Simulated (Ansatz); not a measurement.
# NaB (Fm-3m): from the cell to its phonons, part 2 of 2

Task: relax NaB (Fm-3m), then find its harmonic phonons.

Ansatz 0.2.0; DFT PBEsol, scalar-relativistic, plane waves, PAW.

So far. Step 3 (Relaxing to small forces for the phonons): The forces vanish by symmetry and the pressure is -0.004 GPa, within the tolerances set. The cell now holds 18.66 Å³/atom. Step 4 (Modes at Γ): Before it was imposed, the acoustic sum rule was missed by 9.7e-5 eV/Å². Small misses are needed for a sound result but don't prove that mesh and cutoff are converged. The lowest optical mode is real, 306 cm⁻¹. The relaxed cell has a = 5.305 Å (conventional setting).

## (5) Response at finite wavevector

Stability and thermal properties need the whole zone. Linear response on a 4×4×4 q mesh gives force constants as far as a supercell of that size would.

The input, input.yaml:

```yaml
crystal:
  lattice:
    - [0.0, 2.6524525913, 2.6524525913]
    - [2.6524525913, 0.0, 2.6524525913]
    - [2.6524525913, 2.6524525913, 0.0]
  atoms:
    - { symbol: Na, position: [0.0, 0.0, 0.0] }
    - { symbol: B, position: [0.5, 0.5, 0.5] }
kpoints:
  mp_grid: { grid: [12, 12, 12] }
hamiltonian:
  xc: pbesol
scf:
  occupations: { method: methfessel_paxton, width: 0.15 }
output:
  eigenvalues: true
phonons:
  method: dfpt
  qmesh: [4, 4, 4]
  temperatures: { t_max: 1000, t_step: 50 }
  qpath:
    path:
      - [[0.0, 0.0, 0.0], [0.5, 0.0, 0.5], [0.625, 0.25, 0.625]]
      - [[0.375, 0.375, 0.75], [0.0, 0.0, 0.0], [0.5, 0.5, 0.5], [0.5, 0.25, 0.75], [0.5, 0.0, 0.5]]
    npoints: 10
```

Command:

```bash
ansatz run input.yaml --threads 4 --pin off --max-ram 7168MiB --backend cpu --events-out ev --progress --plain --runs-dir out
```

Numbers of over 12 decimals in the logs are rounded to 6 here.

The log of the run:

```text
[...]
Crystal: 2 atoms, lattice volume = 37.323 Å³
Basis set: ecut = 420 eV, 725 PW (Γ), exchange–correlation on 54×54×54 points (8 copies of the dense FFT grid, shifted against one another)
Bands: 10, of which v1, the nominal top of the filled ones, is band 6 counted from 1 (5 counted from 0)
Symmetry: 48 space group operations
k-points: 72 of 1728
[...]
SCF iter   1: F=—  HF=-1624.680084 eV  |F-HF|=—  |Δ(HF+E_count)|=         —  Δρ=3.16e-3  dr2=2.51e-3  ethr=1.77e-3  ⟨swp⟩=4.9  Hψ=3937  notcnv=0
[...]
SCF iter   8: F=-1624.678184 eV  HF=-1624.678184 eV  |F-HF|=1.59e-12  |Δ(HF+E_count)|=  6.87e-11  S|Δr|=    0.00e0  Δρ=7.98e-8  dr2=2.46e-12  ethr=1.00e-12  ⟨swp⟩=3.9  Hψ=2939  notcnv=0
SCF 1 converged in 8 iterations: F = -1624.678184 eV  dr2 = 2.46e-12
[...]
SCF iter   4: F=-1624.678184 eV  HF=-1624.678184 eV  |F-HF|=6.82e-13  |Δ(HF+E_count)|=  1.86e-11  S|Δr|=    0.00e0  Δρ=5.56e-8  dr2=5.85e-13  ethr=1.00e-12  ⟨swp⟩=1.0  Hψ=2100  notcnv=0
SCF 2 converged in 4 iterations: F = -1624.678184 eV  dr2 = 5.85e-13
phonons: the bands overlap, so this run is a metal and interpolates without the dipole-dipole term. If the crystal is really an insulator or semiconductor, its LO-TO splitting is missing
NSCF: frozen V_eff on 72 k-points
[...]
DFPT response loops at q = (0, 0, 0) (fractional): preconditioner auto → Kerker (q_TF=auto, 2.258 Å⁻¹) (partly filled bands, converged f_vac=0.000); β = 1.00, the filter's whole step (`scf.mixing.beta` (0.50) is not read by the response loops under this deck's `scf.mixing.preconditioner`; to damp them name `kerker` or `kerker_dos`, under which they read `scf.mixing.beta`, and type it under 1.00, their step now; both keys bind the ground state too); Broyden in place of MSR1
[...]
SCF converged after 8 iterations
[...]
Free energy (F): -1624.678184 eV
[...]
Internal energy: -1624.677152 eV  (E = F + TS)
E sigma→0 (E₀):  -1624.677926 eV
Entropy (-TS):   -0.001033 eV (-0.516 meV/atom)
Fermi energy:    2.880952 eV
[...]
--- Band table (eV; the first three rows and the last of 72) ---
[...]
--- Phonons (Γ-DFPT): 2 representative perturbations + reference (Σ response iterations 6) ---
  ASR residual: 8.097e-5 → 0.000e0 eV/Å²; symmetrization residual: 2.190e-6 eV/Å²
  ASR residual per site (eV/Å²): 8.10e-5 3.88e-5
  Γ frequencies (cm⁻¹): 0.00 0.00 0.00 305.82 305.82 305.82
--- Phonons (arbitrary-q DFPT): 8 irreducible q on the 4×4×4 mesh ---
  q = [0.0000, 0.0000, 0.0000] (star 1, of the zone-centre solve; hermiticity 1.73e-6, symmetrization 1.08e-12): -0.00 0.00 0.00 305.82 305.82 305.82
  q = [0.0000, 0.0000, 0.2500] (star 8, 2 solved perturbations on 936 of 1728 k-point pairs; hermiticity 6.88e-7, symmetrization 6.68e-13): 66.46 108.51 108.51 263.07 281.51 281.51
[...]
q = [0.0000, 0.2500, 0.2500] (star 6, 4 solved perturbations in 1608 linear systems a pass and spin channel, the states on 510 of 1728 k-point pairs; hermiticity 6.75e-7, symmetrization 7.72e-13): -79.91 -79.91 183.67 218.54 299.93 299.93
[...]
sum rule: each row above includes the acoustic sum rule's correction from the zone centre's row sums; it moved no ω² by more than (0.99 cm⁻¹)²
  mesh force constants: q→R imaginary residual 8.43e-18; ASR residual 8.097e-5 → 0.000e0 eV/Å²; symmetrization residual 2.220e-15 eV/Å²
  interpolated dispersion: 62 rows × 6 modes
  density of states and harmonic sums: on the 20×20×20 q-mesh, interpolated from the force constants of a 4×4×4 supercell (no non-analytic term)
  largest difference from the sums on the solved wave vectors: F 8.35e-2 eV, S 1.14e-4 and C_V 3.15e-5 eV/K
  zero-point energy: 0.060574 eV/cell   skipped modes (ω ≤ 0): 396, of them read as no rigid motion or as one in doubt: 393 (1.545e0 modes/cell left out, lowest -206.40 cm⁻¹)   left out of the sums: 2.58e-1 of the cell's modes: C_V's classical limit lies that fraction below 3 k_B per atom; for a crystal, a wire or a layer, F and S can be off by more, and a phonons.interpolated_qmesh denser along its periods is the remedy for the sampling
```

Run time: 91 s. Hardware: 4 threads of Intel Xeon Platinum 8488C (Sapphire Rapids), shared host; peak memory 1.7 GiB; 5.4 min of CPU time.

This step gave:

```
sum-rule residual before enforcement                    : 8.10e-5 eV/Å²
lowest frequency on the path                            : -206.4 cm⁻¹
highest frequency on the path or at a solved wavevector : 305.8 cm⁻¹
lowest mode on the q mesh (acoustic modes at Γ apart)   : -206.4 cm⁻¹
```

Frequencies (cm⁻¹) solved at each irreducible wavevector; negative means imaginary. Frequencies by wavevector, by row:

| q in reciprocal lattice units | star | mode 1 | mode 2 | mode 3 | mode 4 | mode 5 | mode 6 |
| --- | --- | --- | --- | --- | --- | --- | --- |
| 0 0 0 | 1 | 0 | 0 | 0 | 305.8 | 305.8 | 305.8 |
| 0 0 0.25 | 8 | 66.5 | 108.5 | 108.5 | 263.1 | 281.5 | 281.5 |
| 0 0 -0.5 | 4 | -68.5 | 181.8 | 181.8 | 197.7 | 235.8 | 235.8 |
| 0 0.25 0.25 | 6 | -79.9 | -79.9 | 183.7 | 218.5 | 299.9 | 299.9 |
| 0 0.25 -0.5 | 24 | -148.3 | 57 | 59 | 251 | 279.2 | 281.1 |
| 0 0.25 -0.25 | 12 | -112.6 | 131.1 | 180.7 | 193.2 | 242.6 | 299.7 |
| 0 -0.5 -0.5 | 3 | -206.4 | -131.5 | -131.5 | 283.3 | 304.9 | 304.9 |
| 0.25 -0.5 -0.25 | 6 | -174.3 | -174.3 | 186.6 | 206.5 | 287.4 | 287.4 |

Interpolated from a 4×4×4 q mesh. The phonon branches at the labelled points (cm⁻¹):

| point | branch 1 | branch 2 | branch 3 | branch 4 | branch 5 | branch 6 |
| --- | --- | --- | --- | --- | --- | --- |
| Γ | 0 | 0 | 0 | 306 | 306 | 306 |
| X | -206 | -132 | -132 | 283 | 305 | 305 |
| U | -184 | -91 | 25 | 263 | 282 | 286 |
| jump to K | -184 | -91 | 25 | 263 | 282 | 286 |
| Γ | 0 | 0 | 0 | 306 | 306 | 306 |
| L | -68 | 182 | 182 | 198 | 236 | 236 |
| W | -174 | -174 | 187 | 206 | 287 | 287 |
| X | -206 | -132 | -132 | 283 | 305 | 305 |

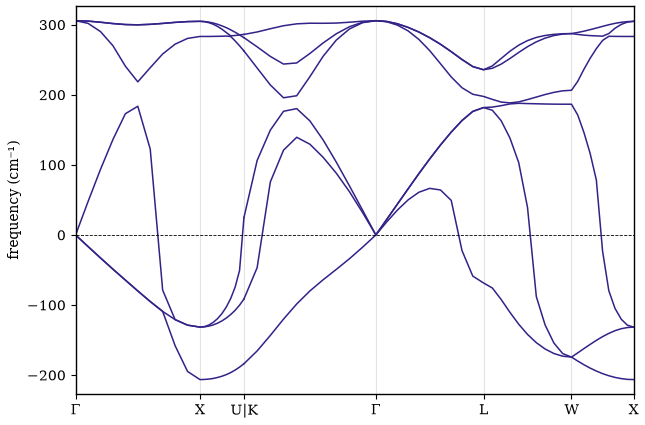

Phonon branches along the path.

The phonon density of states has structure finer than the step of the table below, so its rows give means over 25 cm⁻¹, whole bins alone (the curve runs from -208 to 308 cm⁻¹). Peaks (cm⁻¹: height): -127.5: 0.0134, 182.5: 0.0262, 297.5: 0.0624.

Tetrahedra on a 20×20×20 mesh, mean over bins of 5 cm-1. Interpolated from a 4×4×4 q mesh. The phonon density of states by wavenumber; means over each step:

```csv
wavenumber (cm⁻¹),phonon density of states (1/cm⁻¹/cell)
-175,0.00643
-150,0.00961
-125,0.0125
-100,0.0112
-75,0.00884
-50,0.00561
-25,0.00373
0,0.00313
25,0.00312
50,0.00407
75,0.00554
100,0.00755
125,0.00956
150,0.00993
175,0.0168
200,0.0126
225,0.0126
250,0.0205
275,0.0395
```

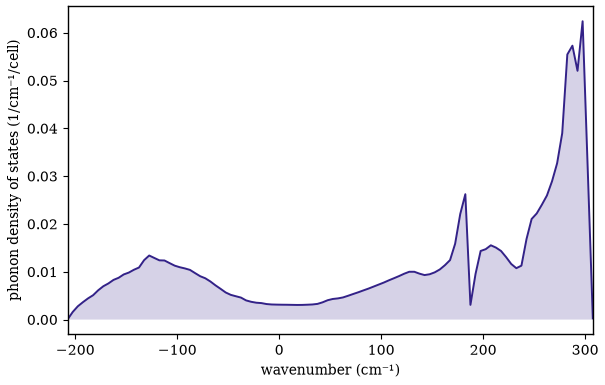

Phonon density of states against wavenumber.

The partial phonon density of states has structure finer than the step of the table below, so its rows give means over 25 cm⁻¹, whole bins alone (the curve runs from -216 to 325 cm⁻¹). Peaks (cm⁻¹: height): B -130.6: 0.00803, 297.8: 0.0304; Na -96.6: 0.00621, 97.2: 0.0068, 182.2: 0.0165, 284.2: 0.0266.

Phonopy on the run's constants, 19x19x19 mesh, Gaussian sigma 3.9 cm-1. Interpolated from a 4×4×4 q mesh. Table of partial phonon density of states by wavenumber; means over each step; values in 1/cm⁻¹/cell:

```csv
wavenumber (cm⁻¹),B,Na
-200,0.00150,7.7e-4
-175,0.00401,0.00235
-150,0.00585,0.00379
-125,0.00717,0.00555
-100,0.00633,0.00536
-75,0.00469,0.00441
-50,0.00270,0.00302
-25,0.00158,0.00202
0,1.8e-4,3.4e-4
25,0.00170,0.00195
50,0.00222,0.00263
75,0.00198,0.00250
100,0.00392,0.00485
125,0.00414,0.00523
150,0.00361,0.00671
175,0.00296,0.0123
200,0.00466,0.00968
225,0.00591,0.00623
250,0.0134,0.00733
275,0.0216,0.0175
300,0.0199,0.0155
```

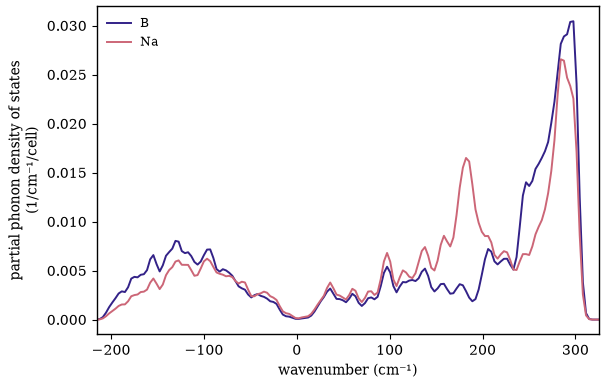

Partial phonon density of states against wavenumber.

Second derivatives of the energy by pair, one row for each kind of neighbour of each atom listed. Each entry sums the pair over the periodic images of the supercell that the q mesh stands for, and in a polar crystal it holds the long-range dipole part too. Force constants by pair, by row:

| atom | neighbour | distance (Å) | third of the trace (eV/Å²) | along the pair's line (eV/Å²) |
| --- | --- | --- | --- | --- |
| Na1 | itself | 0 | 2.952 | – |
| Na1 | B | 2.652 | -0.4367 | -1.492 |
| Na1 | Na | 3.751 | -0.0345 | -0.1003 |
| Na1 | B | 4.594 | 0.0148 | 0.0379 |
| Na1 | Na | 5.305 | -0.0013 | -0.0145 |
| Na1 | B | 5.931 | 6.00e-4 | 0.0077 |
| Na1 | Na | 6.497 | -2.00e-4 | -2.00e-4 |
| B2 | itself | 0 | 1.493 | – |
| B2 | Na | 2.652 | -0.4367 | -1.492 |
| B2 | B | 3.751 | 0.105 | 0.3752 |
| B2 | Na | 4.594 | 0.0148 | 0.0379 |
| B2 | B | 5.305 | -0.0058 | -0.0241 |
| B2 | Na | 5.931 | 6.00e-4 | 0.0077 |
| B2 | B | 6.497 | -0.0086 | -0.0229 |

Symmetry leaves 8 wavevectors to solve. The lowest mode among them, the acoustic zeros apart, lies at q = (0, -0.5, -0.5) and is imaginary, 206.4i cm⁻¹, so the energy falls along it.

## (6) Isotope substitution

An isotope changes the mass and not the force constants, so no new electronic calculation is needed; the shifts show which modes move this element.

The same force constants with the mass of B changed from 10.810 to 10.013 u (phonopy, no LO-TO term). Both lists are sorted by frequency; levels can cross, so a row need not hold one and the same mode. Modes under 3 cm⁻¹ are left out. Isotope shifts, by row:

```
          q  rank  natural mass (cm⁻¹)  changed mass (cm⁻¹)
      0 0 0     4                305.8                  314
      0 0 0     5                305.8                  314
      0 0 0     6                305.8                  314
   0 0 0.25     1                66.46                67.62
   0 0 0.25     2                108.5                109.7
   0 0 0.25     3                108.5                109.7
   0 0 0.25     4                263.1                268.6
   0 0 0.25     5                281.5                289.4
   0 0 0.25     6                281.5                289.4
   0 0 -0.5     1               -68.52                -71.2
   0 0 -0.5     2                181.8                181.8
   0 0 -0.5     3                181.8                181.8
   0 0 -0.5     4                197.7                197.7
   0 0 -0.5     5                235.8                  245
   0 0 -0.5     6                235.8                  245
0 0.25 0.25     1               -79.91               -81.11
0 0.25 0.25     2               -79.91               -81.11
0 0.25 0.25     3                183.7                184.7
0 0.25 0.25     4                218.5                225.9
0 0.25 0.25     5                299.9                  307
0 0.25 0.25     6                299.9                  307
```

A mode of this element alone would shift by +3.90 %. The highest zone-centre frequency without the field goes from 305.8 to 314.0 cm⁻¹ (+2.7 %). The product of the frequency ratios over all optical modes at Γ is 1.082; the product rule, (m/m′)^(3k/2) (M′/M)^(3/2) with k = 1 such atoms and M the mass of the cell, gives 1.082.

## (7) Summary of results

| Item | Value |
| --- | --- |
| space group after relaxation (within 0.01 Å) | Fm-3m |
| volume per atom | 18.7 Å³ |
| electronic character | no gap on this mesh |
| highest optical mode at the zone centre (no LO-TO term) | 306 cm⁻¹ |
| lowest optical zone-centre mode | 306 cm⁻¹ |
| lowest mode on the q mesh (acoustic modes at Γ apart) | -206 cm⁻¹ |
| highest frequency on the path or at a solved wavevector | 306 cm⁻¹ |
| imaginary modes on the 4×4×4 q mesh | yes |

In words: Modes are clearly imaginary (beyond 10i cm⁻¹) at 6 of the 8 irreducible wavevectors, most at q = (0, -0.5, -0.5) (206.4i cm⁻¹), so this structure is not a minimum of the energy. The optical modes at Γ form one degenerate level at 306 cm⁻¹. The highest mode in this list at Γ, 305.8 cm⁻¹, has its largest share on B (68 % of the kinetic energy). With no gap, or one that is small against the smearing, the frequencies hang on the k mesh and the smearing, most of all near Kohn anomalies. A phonon run warned that its eigensolver left some bands unconverged in a pass. These are harmonic frequencies at zero temperature: anharmonic shifts, linewidths and thermal expansion are left out.

[Logs are printed without paths, hosts, clocks, repeated set-up lines and the standing remarks that a program may print on its own settings, such as how far it seeks lower states.]

[Hosts, paths, dates, database ids (printed as entryN), source tags and the programs' standing remarks are cut or masked in the printed files.]
